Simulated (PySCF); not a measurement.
Bond stretch in SnS, singlet.

Levels: UKS-LDA (SVWN5) = PySCF with unrestricted LDA (SVWN5)/def2-SVP, def2 effective core potentials past Kr; UHF/def2-SVP, def2 effective core potentials past Kr (PySCF); UHF/3-21G = unrestricted Hartree-Fock/3-21G in PySCF; RCCSD = PySCF with CCSD on RHF/def2-SVP, 9 core orbitals frozen, def2 effective core potentials past Kr.

Energies are in kJ/mol, each relative to the lowest point of its own curve near equilibrium.

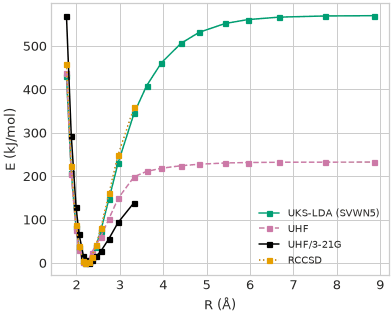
*Energy against bond length for each method.*

```csv
R / Å,UKS-LDA (SVWN5),UHF,UHF/3-21G,RCCSD
1.77,430.7,438.8,568.2,459.1
1.88,208.4,205.6,293.3,223.0
1.99,81.9,75.3,129.6,88.1
2.06,36.3,30.2,66.6,39.2
2.16,4.4,2.1,16.4,4.8
2.20,0.0,0.0,6.5,0.0
2.28,1.9,7.7,0.0,1.9
2.35,12.5,24.1,5.8,13.3
2.45,37.9,40.5,15.2,40.7
2.56,74.6,60.9,26.9,80.6
2.75,148.0,102.2,56.3,160.7
2.96,230.6,148.9,93.3,249.0
3.33,345.6,198.8,139.4,359.7
3.62,409.0,211.2,—,—
3.96,461.5,218.3,—,—
4.41,506.2,224.2,—,—
4.83,531.7,227.6,—,—
5.43,552.0,230.4,—,—
5.95,560.9,231.6,—,—
6.67,566.6,232.2,—,—
7.73,569.2,232.5,—,—
8.85,569.9,232.6,—,—
```

At the longest distance, 8.85 Å, UKS-LDA (SVWN5) lies highest above its minimum (569.9 kJ/mol) and UHF lowest (232.6 kJ/mol).

A dash means that the run gave no value there, or that the column was ended at a point which the program doubted or which failed a test of continuity chosen for this set; such a test can also cut sound points.

The unrestricted determinant behind UKS-LDA (SVWN5) is spin-contaminated at 2.96 to 8.85 Å (<S²> up to 1.9, against 0.00 for a pure singlet). At the longest distance UKS-LDA (SVWN5) leaves fractional charges on the fragments, a sign of delocalisation error or of the restricted form. The unrestricted solution behind UHF, UHF/3-21G changes between 2.96 and 3.33 Å, which can leave a kink. The unrestricted determinant behind UHF is spin-contaminated at 2.35 to 8.85 Å (<S²> up to 2.0, against 0.00 for a pure singlet). The unrestricted determinant behind UHF/3-21G is spin-contaminated at 2.45 to 8.85 Å (<S²> up to 2.0, against 0.00 for a pure singlet). The T1 diagnostic of CCSD on the restricted reference of RCCSD exceeds 0.045 at 2.75 to 3.62 Å.
